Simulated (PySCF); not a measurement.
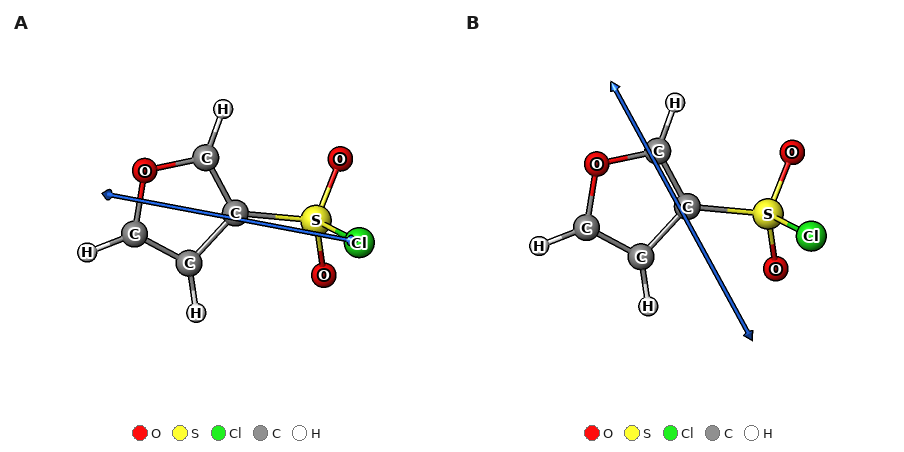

The double arrows show the directions of two transition dipoles from the ground state (lengths mean nothing). Computed geometry: GFN2-xTB optimisation. No frequency run is at hand to confirm it as a minimum. Method: TDDFT ωB97X-D/def2-SVPD, vertical, gas phase, core orbitals frozen in the response (PySCF 2.14.0).

**One belongs to singlet state 1 and one to singlet state 7. Which is which?**

A: state 7, 7.08 eV (175 nm), oscillator strength 0.015, of mixed character, with the largest part HOMO → LUMO+2 (weight 0.30).
B: state 1, 5.46 eV (227 nm), oscillator strength 0.044, mainly HOMO → LUMO (weight 0.91).
